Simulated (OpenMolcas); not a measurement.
# Multiconfigurational calculation for Nb³⁺ complex

Nb³⁺ with 6 ligands (Br; octahedron, 2.56 Å), neutralised by 6 outer point charges of +0.5 e, whose field is part of the energies. Computed at this level: state-averaged CASSCF, active space 2 electrons in the shell 4d, basis ANO-RCC-VDZP on the metal and ANO-RCC-VDZP on the ligands, DKH2 scalar Hamiltonian, spin-orbit coupling by RASSI with atomic mean-field integrals (OpenMolcas).

## The input
```
&GATEWAY
Coord
7

Nb 0.0 0.0 0.0
Br 2.560000 0.000000 0.000000
Br 0.000000 2.560000 0.000000
Br -2.560000 0.000000 0.000000
Br 0.000000 -2.560000 0.000000
Br 0.000000 0.000000 2.560000
Br 0.000000 0.000000 -2.560000
Basis=Nb.ANO-RCC-VDZP,Br.ANO-RCC-VDZP
Group=XYZ
NoMove
AngMom=0.0 0.0 0.0
AMFI
RICD
XField
3 Angstrom 0
5.160000 0.000000 0.000000 0.500000
0.000000 5.160000 0.000000 0.500000
0.000000 0.000000 5.160000 0.500000
&SEWARD
&RASSCF
FileOrb=start.orb
Symmetry=1
Spin=3
nActEl=2 0 0
Inactive=63 63
Ras2=5 0
CIRoot=10 10 1
SDav=10
CIMx=300
Iter=150 100
PrWF=0.3
OrbListing=Nothing
MaxOrb=0
LevShft=1.0
>>> COPY $Project.JobIph JOB001
&RASSCF
FileOrb=start.orb
Symmetry=1
Spin=1
nActEl=2 0 0
Inactive=63 63
Ras2=5 0
CIRoot=15 15 1
SDav=15
CIMx=300
Iter=150 100
PrWF=0.3
OrbListing=Nothing
MaxOrb=0
LevShft=1.0
>>> COPY $Project.JobIph JOB002
&RASSI
NrOfJobIphs=2 10 15
1 2 3 4 5 6 7 8 9 10
1 2 3 4 5 6 7 8 9 10 11 12 13 14 15
IphNames
JOB001
JOB002
EJob
SpinOrbit
DIPRint=1.0
SOCoupling=1000.0
Subsets=2
Property=9
'ANGMOM' 1 'ANGMOM' 2 'ANGMOM' 3 'MLTPL  1' 1 'MLTPL  1' 2 'MLTPL  1' 3
'AMFI' 1 'AMFI' 2 'AMFI' 3
SOProperty=3
'ANGMOM' 1 'ANGMOM' 2 'ANGMOM' 3
```

The file start.orb holds starting orbitals from an earlier step. A driver script formed the levels outside the program, from RASSI's spin-orbit matrix and the active-space energies, averaged over the components of each term or state.

Run as:
```bash
OMP_NUM_THREADS=1 MOLCAS_MEM=2457 MOLCAS_PROJECT=a pymolcas a.inp > a.log  # once for each step of the input, in one work folder
```

## Output (extracts)
```
--- SEWARD ---
Basis set label: NB.ANO-RCC...6S5P3D1F.

      Electronic valence basis set:
      ------------------
      Associated Effective Charge  41.000000 au
      Associated Actual Charge     41.000000 au
      Nuclear Model: Point charge

      Shell  nPrim  nBasis  Cartesian Spherical Contaminant
         s      21       6        X
         p      18       5        X
         d      13       3                 X
         f       6       1                 X
                  Relativistic Douglas-Kroll-Hess integrals:
                    - DKH order of Hamiltonian: 2
                    - DKH order of Properties : 0
                  Atomic mean-field integrals
--- RASSCF ---
Wave function specifications:
      -----------------------------

      Number of closed shell electrons         252
      Number of electrons in active shells       2
      Max number of holes in RAS1 space          0
      Max nr of electrons in RAS3 space          0
      Number of inactive orbitals              126
      Number of active orbitals                  5
      Number of secondary orbitals              74
      Spin quantum number                      1.0
      State symmetry                             1
Orbital specifications:
      -----------------------

      Symmetry species                           1   2
                                                ag  au
      Frozen orbitals                            0   0
      Inactive orbitals                         63  63
      Active orbitals                            5   0
      RAS1 orbitals                              0   0
      RAS2 orbitals                              5   0
      RAS3 orbitals                              0   0
      Secondary orbitals                        34  40
      Deleted orbitals                           0   0
      Number of basis functions                102 103
      Number of CSFs                            10
      Number of root(s) required                10
      Iter CI   SX   CI       RASSCF       Energy    max ROT     max BLB   max BLB  Level Ln srch  Step   QN
          iter iter root      energy       change     param      element    value   shift minimum  type update
 Nr of preliminary CI iterations:   1
      Total energies have been shifted. Add               -19000.00 au
        1   1   16    0  -443.32646722    0.00E+00  -8.97E-02   58  66 1  2.03E-01*  0.88   0.00    SX    NO
        2   1   16    0  -443.73094010   -4.04E-01* -6.68E-02   58  66 1  1.34E-01*  0.74   0.00    SX    NO
        3   1   15    0  -443.83563282   -1.05E-01* -3.35E-02   58  66 1  7.20E-02*  0.80   0.00    SX    NO
        4   1   14    0  -443.86219293   -2.66E-02* -1.98E-02   58  66 1  4.31E-02*  0.81   0.00    SX    NO
        5   1   14    0  -443.87167172   -9.48E-03* -2.52E-02   58  66 1  2.71E-02*  0.81   2.50    LS   YES
        6   1   14    0  -443.87741778   -5.75E-03*  1.16E-02   16  71 2 -7.23E-03*  0.81   1.30    QN   YES
        7   1   13    0  -443.87844078   -1.02E-03*  5.72E-03   16  71 2 -3.72E-03*  0.81   1.51    LS   YES
        8   1   13    0  -443.87857152   -1.31E-04* -2.39E-03    7  74 2 -4.02E-03*  0.81   1.04    QN   YES
        9   1   11    0  -443.87871719   -1.46E-04* -1.48E-03   16  69 1 -1.18E-03*  0.81   1.63    LS   YES
       10   1   11    0  -443.87874247   -2.53E-05*  2.80E-04    9  76 2  7.12E-04*  0.81   1.01    QN   YES
       11   1   10    0  -443.87875069   -8.22E-06*  2.45E-04   58 100 1 -3.28E-04*  0.81   1.88    LS   YES
       12   1   10    0  -443.87875300   -2.31E-06*  1.09E-04    6  72 1 -4.22E-04*  0.81   1.00    QN   YES
       13   1    9    0  -443.87875393   -9.29E-07* -9.56E-05   58  66 1 -1.66E-04*  0.81   1.88    LS   YES
       14   1    8    0  -443.87875418   -2.54E-07*  9.69E-05    6  76 2 -3.00E-04*  0.81   0.99    QN   YES
       15   1    8    0  -443.87875439   -2.07E-07*  6.11E-05    8  74 1  8.59E-05   0.81   1.63    LS   YES
       16   1    8    0  -443.87875443   -3.95E-08*  2.55E-05    6  76 2  7.49E-05   0.81   1.17    QN   YES
       17   1    7    0  -443.87875445   -2.05E-08* -2.30E-05    5  75 2  2.11E-05   0.81   1.71    QN   YES
       18   1    6    0  -443.87875446   -7.41E-09  -6.81E-06    6  76 2 -8.83E-06   0.81   1.32    QN   YES
      Convergence after 18 iterations
       19   1    6    0  -443.87875446   -8.55E-10  -6.81E-06    6  76 2 -5.46E-06   0.81   1.32    QN   YES
      Natural orbitals and occupation numbers for root  1
      sym 1:   0.022177   0.977823  -0.000000   0.977823   0.022177
      Natural orbitals and occupation numbers for root  2
      sym 1:   0.977842   0.977842   0.022158   0.022158  -0.000000
      Natural orbitals and occupation numbers for root  3
      sym 1:   0.977820   0.022180   0.022180   0.977820  -0.000000
::    RASSCF root number  1 Total energy: -19443.94895723
::    RASSCF root number  2 Total energy: -19443.94895723
::    RASSCF root number  3 Total energy: -19443.94895723
::    RASSCF root number  4 Total energy: -19443.87471694
::    RASSCF root number  5 Total energy: -19443.87471694
::    RASSCF root number  6 Total energy: -19443.87471694
::    RASSCF root number  7 Total energy: -19443.84088523
::    RASSCF root number  8 Total energy: -19443.84088523
::    RASSCF root number  9 Total energy: -19443.84088523
::    RASSCF root number 10 Total energy: -19443.79386639
--- RASSCF ---
Wave function specifications:
      -----------------------------

      Number of closed shell electrons         252
      Number of electrons in active shells       2
      Max number of holes in RAS1 space          0
      Max nr of electrons in RAS3 space          0
      Number of inactive orbitals              126
      Number of active orbitals                  5
      Number of secondary orbitals              74
      Spin quantum number                      0.0
      State symmetry                             1
Orbital specifications:
      -----------------------

      Symmetry species                           1   2
                                                ag  au
      Frozen orbitals                            0   0
      Inactive orbitals                         63  63
      Active orbitals                            5   0
      RAS1 orbitals                              0   0
      RAS2 orbitals                              5   0
      RAS3 orbitals                              0   0
      Secondary orbitals                        34  40
      Deleted orbitals                           0   0
      Number of basis functions                102 103
      Number of CSFs                            15
      Number of root(s) required                15
      Iter CI   SX   CI       RASSCF       Energy    max ROT     max BLB   max BLB  Level Ln srch  Step   QN
          iter iter root      energy       change     param      element    value   shift minimum  type update
 Nr of preliminary CI iterations:   1
      Total energies have been shifted. Add               -19000.00 au
        1   1    9    0  -443.83870765    0.00E+00  -8.43E-03   67  73 1 -4.95E-03*  0.81   0.00    SX    NO
        2   1    9    0  -443.83915138   -4.44E-04*  4.42E-03   57  68 1 -4.11E-03*  0.80   0.00    SX    NO
        3   1    8    0  -443.83932499   -1.74E-04*  2.71E-03   57  68 1 -2.85E-03*  0.80   0.00    SX    NO
        4   1    8    0  -443.83939944   -7.45E-05*  1.67E-03   57  68 1 -2.01E-03*  0.80   0.00    SX    NO
        5   1    8    0  -443.83943262   -3.32E-05*  2.47E-03   57  68 1 -1.40E-03*  0.80   2.50    LS   YES
        6   1    7    0  -443.83945793   -2.53E-05*  1.13E-03   57  68 1 -4.89E-04*  0.80   1.40    QN   YES
        7   1    7    0  -443.83946080   -2.88E-06* -1.79E-04   60  67 1 -1.11E-04*  0.80   1.11    QN   YES
        8   1    6    0  -443.83946105   -2.49E-07* -2.05E-04   55  73 2 -5.65E-05   0.80   2.15    LS   YES
        9   1    6    0  -443.83946111   -5.97E-08*  1.15E-04   57  68 1  8.38E-05   0.80   0.74    QN   YES
       10   1    5    0  -443.83946115   -4.29E-08* -2.89E-05   57  68 1  2.94E-05   0.80   1.24    QN   YES
       11   1    5    0  -443.83946116   -4.83E-09  -1.56E-05   60  67 1 -1.32E-05   0.80   2.50    QN   YES
      Convergence after 11 iterations
       12   1    5    0  -443.83946116   -1.91E-09  -1.56E-05   60  67 1 -8.50E-06   0.80   2.50    QN   YES
      Natural orbitals and occupation numbers for root  1
      sym 1:   0.041647   1.126423   0.000005   0.829305   0.002619
      Natural orbitals and occupation numbers for root  2
      sym 1:   0.973008   0.012538   0.000000   1.005338   0.009117
      Natural orbitals and occupation numbers for root  3
      sym 1:   0.962312   0.016965   0.011290   1.009432   0.000000
::    RASSCF root number  1 Total energy: -19443.90847189
::    RASSCF root number  2 Total energy: -19443.90847189
::    RASSCF root number  3 Total energy: -19443.90847189
::    RASSCF root number  4 Total energy: -19443.90779509
::    RASSCF root number  5 Total energy: -19443.90779509
::    RASSCF root number  6 Total energy: -19443.85927109
::    RASSCF root number  7 Total energy: -19443.83379947
::    RASSCF root number  8 Total energy: -19443.83379947
::    RASSCF root number  9 Total energy: -19443.83379947
::    RASSCF root number 10 Total energy: -19443.82423821
::    RASSCF root number 11 Total energy: -19443.82423821
::    RASSCF root number 12 Total energy: -19443.82423821
::    RASSCF root number 13 Total energy: -19443.75466435
::    RASSCF root number 14 Total energy: -19443.75466435
::    RASSCF root number 15 Total energy: -19443.70819873
--- RASSI ---
SPIN-FREE ENERGIES:
  (Shifted by EMIN (a.u.) =     -19443.9489572321)

 SF State       Relative EMIN(au)   Rel lowest level(eV)    D:o, cm**(-1)

     1             0.0000000000        0.0000000000              0.0000
     2             0.0000000000        0.0000000000              0.0000
     3             0.0000000000        0.0000000000              0.0000
    11             0.0404853398        1.1016622177           8885.5050
    12             0.0404853398        1.1016622177           8885.5050
    13             0.0404853398        1.1016622177           8885.5050
    14             0.0411621465        1.1200790668           9034.0469
    15             0.0411621465        1.1200790668           9034.0469
     4             0.0742402913        2.0201812422          16293.8606
     5             0.0742402913        2.0201812422          16293.8606
     6             0.0742402913        2.0201812422          16293.8606
    16             0.0896861437        2.4404842982          19683.8333
     9             0.1080720031        2.9407890196          23719.0630
     7             0.1080720031        2.9407890196          23719.0630
     8             0.1080720031        2.9407890196          23719.0630
    17             0.1151577633        3.1336023761          25274.2076
    18             0.1151577633        3.1336023761          25274.2076
    19             0.1151577633        3.1336023761          25274.2076
    20             0.1247190237        3.3937775259          27372.6617
    21             0.1247190237        3.3937775259          27372.6617
    22             0.1247190237        3.3937775259          27372.6617
    10             0.1550908390        4.2202367235          34038.5047
    23             0.1942928780        5.2869785490          42642.3578
    24             0.1942928780        5.2869785490          42642.3578
    25             0.2407585013        6.5513725697          52840.3833
     Dipole printing threshold changed to   1.00000000E+00
Eigenvalues of complex Hamiltonian:
   -----------------------------------
  (Shifted by EMIN (a.u.) =     -19443.9489572321)

 SO State       Relative EMIN(au)   Rel lowest level(eV)    D:o, cm**(-1)

     1            -0.0018683573        0.0000000001              0.0000
     2            -0.0018683573        0.0000000000              0.0000
     3            -0.0017781857        0.0024536958             19.7904
     4            -0.0017781857        0.0024536958             19.7904
     5            -0.0017781857        0.0024536957             19.7904
     6             0.0015458291        0.0929047463            749.3273
     7             0.0015458291        0.0929047463            749.3273
     8             0.0015458291        0.0929047464            749.3273
     9             0.0030690285        0.1343531141           1083.6309
    10             0.0403728821        1.1494426812           9270.8804
    11             0.0403728821        1.1494426812           9270.8804
    12             0.0403728821        1.1494426812           9270.8804
    13             0.0412016384        1.1719942907           9452.7714
    14             0.0412016384        1.1719942907           9452.7714
    15             0.0728665543        2.0336405457          16402.4172
    16             0.0736275865        2.0543492889          16569.4445
    17             0.0736275865        2.0543492887          16569.4445
    18             0.0736275865        2.0543492889          16569.4445
    19             0.0748887501        2.0886672962          16846.2378
    20             0.0748887501        2.0886672962          16846.2378
    21             0.0748887501        2.0886672963          16846.2378
    22             0.0749359689        2.0899521869          16856.6012
    23             0.0749359689        2.0899521867          16856.6012
    24             0.0895239567        2.4869115577          20058.2944
    25             0.1064269691        2.9468659571          23768.0769
    26             0.1071430049        2.9663502829          23925.2285
    27             0.1071430049        2.9663502829          23925.2285
    28             0.1071430049        2.9663502827          23925.2285
    29             0.1085748046        3.0053115388          24239.4723
    30             0.1085748046        3.0053115388          24239.4723
    31             0.1085748046        3.0053115387          24239.4723
    32             0.1091089772        3.0198471151          24356.7096
    33             0.1091089772        3.0198471153          24356.7096
    34             0.1156134688        3.1968433465          25784.2805
    35             0.1156134687        3.1968433464          25784.2805
    36             0.1156134688        3.1968433464          25784.2805
    37             0.1248274711        3.4475691241          27806.5202
    38             0.1248274711        3.4475691241          27806.5202
    39             0.1248274711        3.4475691241          27806.5202
    40             0.1552619431        4.2757332967          34486.1148
    41             0.1552619431        4.2757332967          34486.1148
Weights of the five most important spin-orbit-free states for each spin-orbit state.

 SO State  Total energy (au)           Spin-free states, spin, and weights
 -------------------------------------------------------------------------------------------------------
    1        -0.001868       3 1.0  0.6629    2 1.0  0.1794    1 1.0  0.1530   14 0.0  0.0029    6 1.0  0.0009
    2        -0.001868       1 1.0  0.5105    2 1.0  0.4841   15 0.0  0.0029    5 1.0  0.0011    3 1.0  0.0007
    3        -0.001778       1 1.0  0.4980    3 1.0  0.4950    2 1.0  0.0039   11 0.0  0.0012   12 0.0  0.0009
    4        -0.001778       2 1.0  0.4977    3 1.0  0.4923    1 1.0  0.0069   12 0.0  0.0013   11 0.0  0.0009
    5        -0.001778       2 1.0  0.4954    1 1.0  0.4920    3 1.0  0.0096   13 0.0  0.0021    6 1.0  0.0003
    6         0.001546       3 1.0  0.4978    2 1.0  0.4891    1 1.0  0.0123    5 1.0  0.0003    4 1.0  0.0003
    7         0.001546       3 1.0  0.4988    1 1.0  0.4887    2 1.0  0.0117    6 1.0  0.0003    5 1.0  0.0003
    8         0.001546       2 1.0  0.4985    1 1.0  0.4982    3 1.0  0.0026    6 1.0  0.0003    4 1.0  0.0003
    9         0.003069       1 1.0  0.3328    2 1.0  0.3328    3 1.0  0.3328   16 0.0  0.0016    7 1.0  0.0001
   10         0.040373      13 0.0  0.9925    4 1.0  0.0022    6 1.0  0.0022    1 1.0  0.0011    2 1.0  0.0011
   11         0.040373      12 0.0  0.9925    5 1.0  0.0022    4 1.0  0.0014    3 1.0  0.0012    6 1.0  0.0009
   12         0.040373      11 0.0  0.9925    5 1.0  0.0023    6 1.0  0.0014    3 1.0  0.0011    4 1.0  0.0009
```

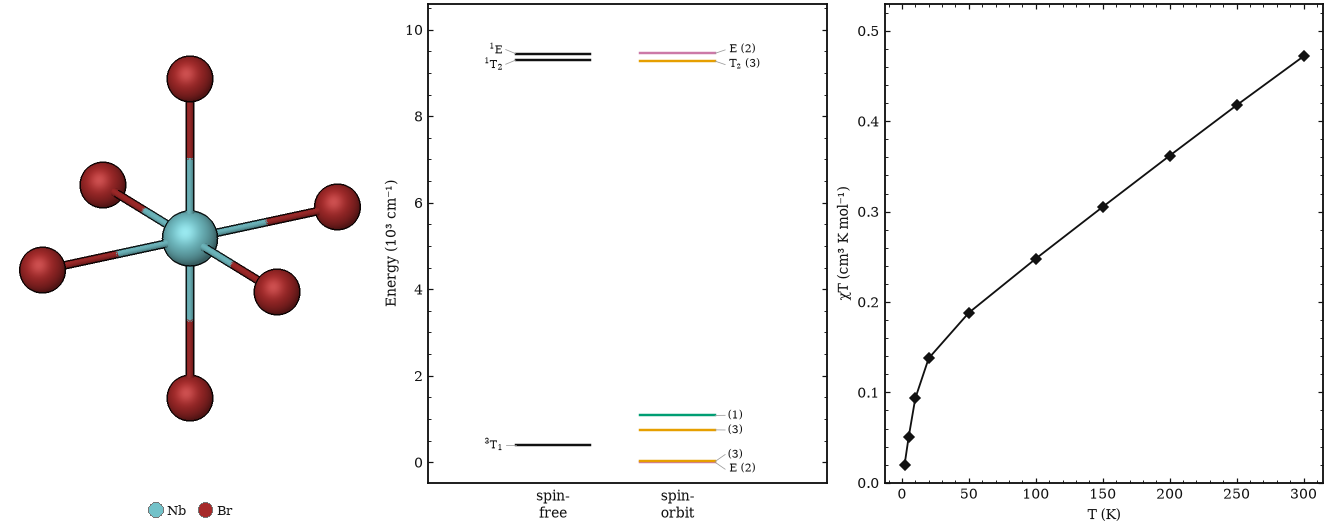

*Nb³⁺ (4d²) with 6 ligands, Br⁻, at 2.56 Å (arrangement: octahedron, Oh), neutralised by outer point charges of +0.5 e, and its levels and susceptibility. Labels give the representation in O, Td, D4 or D3 as the site allows (double group for half-integer spin) where it could be assigned and, in brackets, the degeneracy; spin-free states, where drawn, share the zero of the spin-orbit levels. Powder susceptibility by Van Vleck's formula.*

The ground level is E, doubly degenerate, 100 % from states of spin multiplicity 3. Its principal g values are all close to zero. The next level lies at 20 cm⁻¹. The lowest spin-free state is ³T₁. χT is 0.0202 cm³ K mol⁻¹ at 2 K and 0.472 at 300 K, an effective moment of 1.94 μB. The active orbitals hold 73 to 89 % metal character (Löwdin), and the Mulliken charge of the metal is +1.12.

## Summary

- outcome: converged
- energy of the lowest spin-free term: −19443.94896 hartree
- energy of the lowest spin-orbit level: −19443.95083 hartree
- largest spread among components of a term: 0.0 cm⁻¹
- hardware: 1 thread of Arm Neoverse V1, 24 GiB of memory available, shared host
- wall time: 87 s
- peak memory: 0.38 GiB

## Remarks

Without dynamic correlation the splittings between terms come out too large, often by 20 to 50 %. Limits: covalent bonds, ligand orbitals missing from the active space; distances are set from ionic radii, not optimised.
